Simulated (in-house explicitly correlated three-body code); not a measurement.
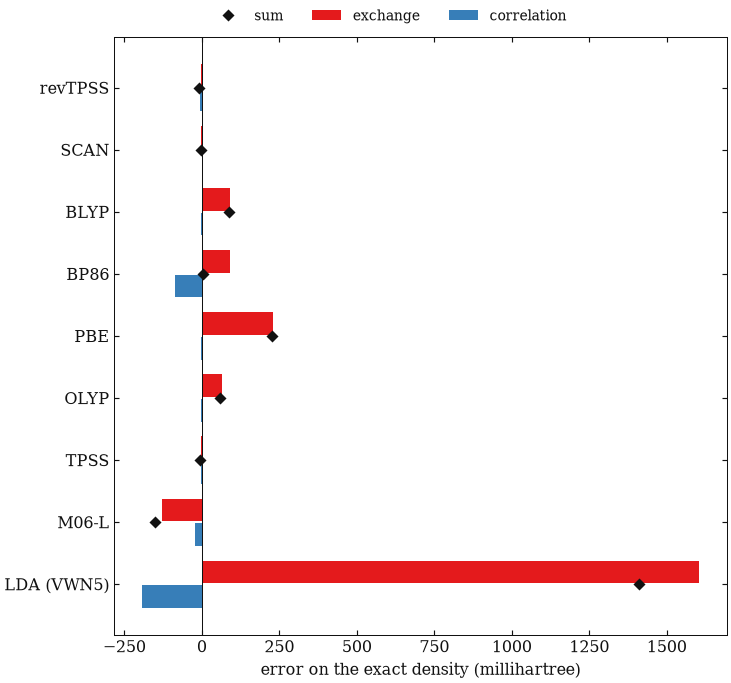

Two electrons around a point charge Z = 18.431. Computed variationally in 260 exponentially correlated functions with an in-house code, non-relativistic, converged to about 10⁻⁸ of the energy. The exact exchange and correlation energies are −11300 and −46.11 millihartree. The plot shows the errors of BLYP, BP86, LDA (VWN5), M06-L, OLYP, PBE, SCAN, TPSS and revTPSS, evaluated on the exact density.

Which functional is best in the sum, and where do errors cancel?

By the size of the summed error (millihartree): SCAN −2.8, BP86 +3.4, TPSS −6.6, revTPSS −7.9, OLYP +60, BLYP +88, M06-L −150, PBE +227, LDA (VWN5) +1410. Errors of exchange and correlation cancel by a quarter or more for SCAN (−3.9 and +1.2) and BP86 (+92 and −88).
